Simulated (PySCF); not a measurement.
## Two runs on C₃H₈B

System: C₃H₈B, charge −1, SMILES [BH3-]C(=C)C.
Method of run 1: GIAO PBE0/pcSseg-2 NMR shielding, non-relativistic, gas phase (PySCF 2.14.0).

The geometry comes from this level: PBE0-D3(BJ)/def2-SVP. Text and figures count atoms from 1; the logs count them from 0 in places.

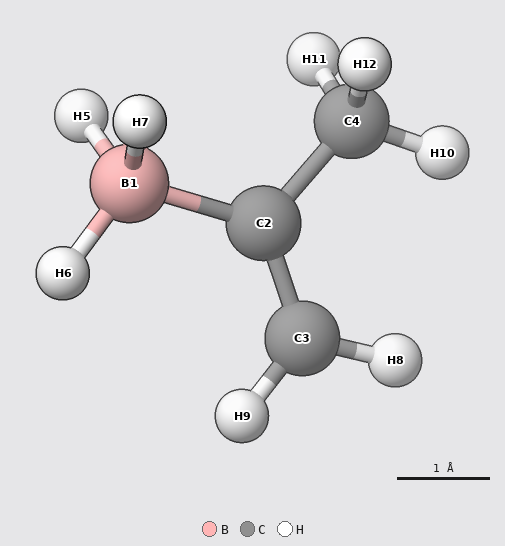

The input geometry (ball-and-stick view, seen at a tilt; atoms are numbered from 1 in the order of the input). Bond lengths as drawn: B–C 1.62 Å, B–H 1.25 Å, C–C 1.35 to 1.51 Å and C–H 1.10 to 1.11 Å.

Input, run 1:
```
{"job": {"kind": "nmr", "xc": "PBE0", "basis": "pcSseg-2", "pop": false}, "charge": -1, "multiplicity": 1}
B     -1.164211    -1.051698    -0.234801
C     -0.040576     0.092059    -0.019168
C     -0.269315     1.417258     0.050327
C      1.383417    -0.386469     0.114029
H     -1.124893    -1.852103     0.729080
H     -2.308448    -0.568478    -0.335718
H     -0.887952    -1.708088    -1.266329
H      0.537989     2.154385     0.199372
H     -1.285918     1.818222    -0.040578
H      2.117673     0.429326     0.259606
H      1.473461    -1.090608     0.960540
H      1.678624    -0.964904    -0.779657
```

The first line tells a small driver script what to run in PySCF; the rest is the geometry in Å.

Hardware: 1 CPU thread, shared host.

Output (run 1):
```
coarse grid: 9304 points
cycle   1  E = -143.7267438048  dE =  4.444e-02  |g| = 5.532e-01  |ddm| = 2.099e+00
cycle   2  E = -143.6686807245  dE =  5.806e-02  |g| = 7.190e-01  |ddm| = 2.198e+00
cycle   3  E = -143.8344736204  dE = -1.658e-01  |g| = 1.256e-01  |ddm| = 1.626e+00
cycle   4  E = -143.8380656042  dE = -3.592e-03  |g| = 3.709e-02  |ddm| = 1.004e-01
cycle   5  E = -143.8383650678  dE = -2.995e-04  |g| = 1.338e-02  |ddm| = 3.917e-02
cycle   6  E = -143.8384168048  dE = -5.174e-05  |g| = 1.629e-03  |ddm| = 1.297e-02
cycle   7  E = -143.8384174562  dE = -6.514e-07  |g| = 2.843e-04  |ddm| = 1.642e-03
final grid: 87808 points
cycle   8  E = -143.8438516139  dE = -7.464e-05  |g| = 6.424e-03  |ddm| = 5.753e-02
cycle   9  E = -143.8438456204  dE =  5.993e-06  |g| = 7.850e-03  |ddm| = 1.397e-02
cycle  10  E = -143.8438630406  dE = -1.742e-05  |g| = 1.024e-03  |ddm| = 7.510e-03
cycle  11  E = -143.8438632715  dE = -2.308e-07  |g| = 3.555e-04  |ddm| = 8.777e-04
cycle  12  E = -143.8438633017  dE = -3.026e-08  |g| = 8.607e-05  |ddm| = 3.103e-04
cycle  13  E = -143.8438633037  dE = -1.965e-09  |g| = 1.741e-05  |ddm| = 8.717e-05
cycle  14  E = -143.8438633038  dE = -8.097e-11  |g| = 2.915e-06  |ddm| = 1.710e-05
converged SCF energy = -143.8438633038

GIAO shielding tensors (ppm)
atom      isotropic    diamagn.    paramagn.     s11        s22        s33       span
  0 B      131.999     185.399     -53.400    118.776    125.566    151.655     32.879
  1 C      -10.602     251.145    -261.747   -168.796    -39.989    176.979    345.774
  2 C       76.120     253.725    -177.606    -19.771    121.383    126.747    146.518
  3 C      149.510     241.408     -91.898    122.978    141.245    184.308     61.330
  4 H       30.026      29.392       0.634     28.313     29.404     32.362      4.049
  5 H       29.997      30.016      -0.019     27.992     29.697     32.302      4.310
  6 H       30.028      29.368       0.660     28.312     29.407     32.364      4.052
  7 H       26.702      32.809      -6.107     23.694     26.037     30.375      6.681
  8 H       26.690      32.606      -5.916     24.874     25.321     29.876      5.002
  9 H       29.916      30.654      -0.738     27.327     28.862     33.558      6.231
 10 H       29.209      30.127      -0.917     26.183     28.573     32.872      6.688
 11 H       29.210      30.091      -0.881     26.181     28.577     32.871      6.690
```

The input of run 2 differs as follows (lines with − go, lines with + come):
```diff
-"basis": "pcSseg-2"
-"pop": false
+"basis": "pcSseg-1"
```

How does run 2 compare with run 1?

The total energy of run 2 is 45.3 kcal/mol higher, which measures the change of basis and not a stability. The HOMO goes from −1.62 to −1.49 eV. The LUMO goes from 4.53 to 5.60 eV. Of all shieldings, the largest change is that of C2, by +9.0 ppm. The SCF takes 13 iterations against 14. The basis functions go from 256 to 108.

Output (run 2):
```
coarse grid: 9304 points
cycle   1  E = -143.6443488416  dE =  5.396e-02  |g| = 5.278e-01  |ddm| = 2.790e+00
cycle   2  E = -143.6183547254  dE =  2.599e-02  |g| = 6.303e-01  |ddm| = 1.783e+00
cycle   3  E = -143.7440853687  dE = -1.257e-01  |g| = 1.142e-01  |ddm| = 1.026e+00
cycle   4  E = -143.7471593021  dE = -3.074e-03  |g| = 2.980e-02  |ddm| = 1.038e-01
cycle   5  E = -143.7473601046  dE = -2.008e-04  |g| = 1.038e-02  |ddm| = 3.613e-02
cycle   6  E = -143.7473920320  dE = -3.193e-05  |g| = 1.273e-03  |ddm| = 1.189e-02
cycle   7  E = -143.7473924421  dE = -4.101e-07  |g| = 1.965e-04  |ddm| = 1.411e-03
final grid: 87808 points
cycle   8  E = -143.7716978646  dE = -2.570e-05  |g| = 6.164e-03  |ddm| = 2.489e-02
cycle   9  E = -143.7716934139  dE =  4.451e-06  |g| = 7.351e-03  |ddm| = 1.484e-02
cycle  10  E = -143.7717086824  dE = -1.527e-05  |g| = 9.518e-04  |ddm| = 8.175e-03
cycle  11  E = -143.7717089028  dE = -2.203e-07  |g| = 1.977e-04  |ddm| = 8.564e-04
cycle  12  E = -143.7717089121  dE = -9.390e-09  |g| = 5.528e-05  |ddm| = 2.134e-04
cycle  13  E = -143.7717089130  dE = -8.783e-10  |g| = 9.570e-06  |ddm| = 6.683e-05
converged SCF energy = -143.7717089130

GIAO shielding tensors (ppm)
atom      isotropic    diamagn.    paramagn.     s11        s22        s33       span
  0 B      133.305     185.199     -51.895    120.598    126.688    152.628     32.029
  1 C       -1.559     252.727    -254.287   -154.595    -27.776    177.693    332.288
  2 C       77.706     254.546    -176.840    -18.310    122.273    129.155    147.466
  3 C      150.439     248.503     -98.063    124.779    142.141    184.399     59.620
  4 H       30.112      29.602       0.510     28.243     29.473     32.620      4.377
  5 H       30.064      30.016       0.049     27.868     29.828     32.497      4.629
  6 H       30.114      29.601       0.513     28.242     29.478     32.622      4.380
  7 H       26.858      32.121      -5.264     23.552     26.203     30.818      7.266
  8 H       26.800      31.958      -5.157     24.869     25.172     30.360      5.490
  9 H       30.215      31.175      -0.960     27.528     29.013     34.103      6.575
 10 H       29.318      30.269      -0.951     26.185     28.681     33.089      6.904
 11 H       29.319      30.236      -0.917     26.183     28.685     33.088      6.905
```

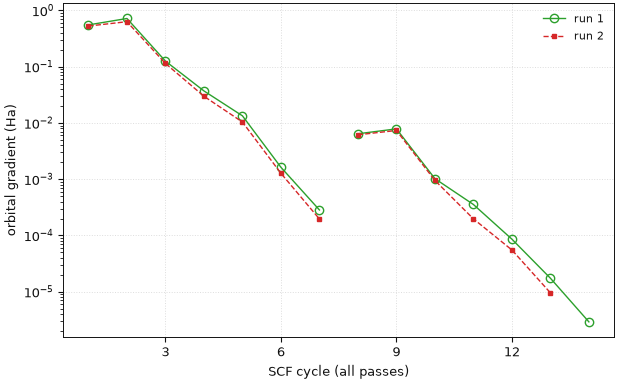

Convergence of the two runs: orbital gradient against the SCF cycle. A break in a curve parts two SCF passes (coarse and final grid). Run 1 takes 14 cycles in all, and run 2 takes 13.

The two runs side by side:

```csv
quantity,run 1,run 2
outcome,converged,converged
total energy (hartree),−143.843863,−143.771709
HOMO (eV),−1.62,−1.49
LUMO (eV),4.53,5.60
shielding of B1 (ppm),132.0,133.3
shielding of C2 (ppm),−10.6,−1.6
shielding of C3 (ppm),76.1,77.7
shielding of C4 (ppm),149.5,150.4
shielding of H8 (ppm),26.7,26.9
shielding of H9 (ppm),26.7,26.8
shielding of H10 (ppm),29.9,30.2
SCF iterations,14,13
basis functions,256,108
wall time (shared host),22 s,6.2 s
```
